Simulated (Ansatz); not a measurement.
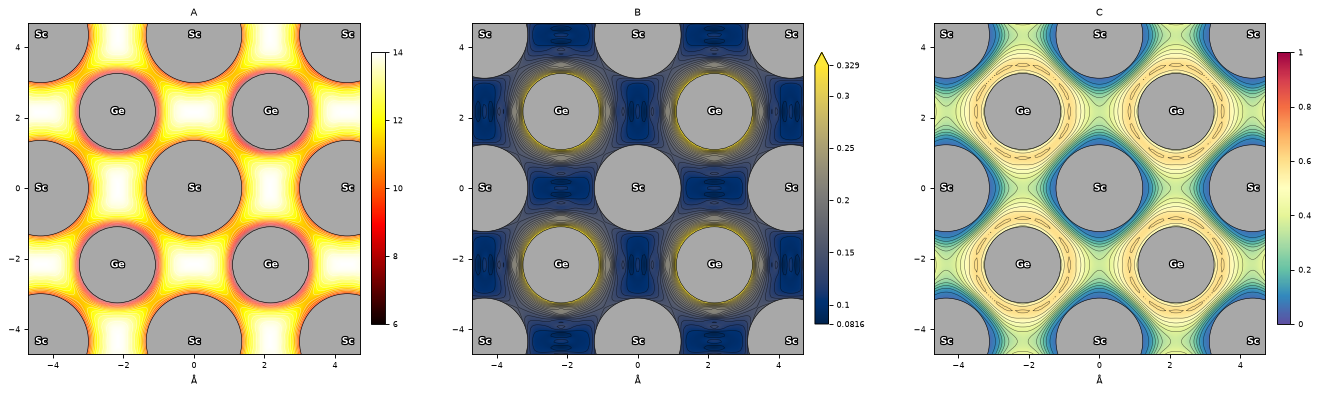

Sc3Ge: 3 fields on the (100) plane of the conventional cell, with unlabelled colour scales. Grey discs cover the atomic cores.

Space group Pm-3m; started from the Cu3Au (L1_2)_221 prototype, which need not be the ambient phase; computed without spin polarisation.

Method: Ansatz 0.2.0, DFT PBE, scalar-relativistic, plane waves, PAW.

```yaml
crystal:
  lattice:
    - [4.35000, 0.00000, 0.00000]
    - [0.00000, 4.35000, 0.00000]
    - [0.00000, 0.00000, 4.35000]
  atoms:
    - { symbol: Sc, position: [0.00000, 0.50000, 0.50000] }
    - { symbol: Sc, position: [0.50000, 0.00000, 0.50000] }
    - { symbol: Sc, position: [0.50000, 0.50000, 0.00000] }
    - { symbol: Ge, position: [0.00000, 0.00000, 0.00000] }
```

Q: Which field does each panel show? The fields are: electron localisation function, electrostatic potential energy of an electron and valence pseudo-density.

A: Panel A: electrostatic potential energy of an electron (low next to the atoms, rising into the space between them). Panel B: valence pseudo-density. Panel C: electron localisation function. From the grid: Sc–Ge (3.08 Å): ρ at the midpoint is about 0.17 e/Å³; the ELF peaks at about 0.60 in the valence shell of Ge, 1.3 Å from its nucleus, and is about 0.40 at the midpoint.
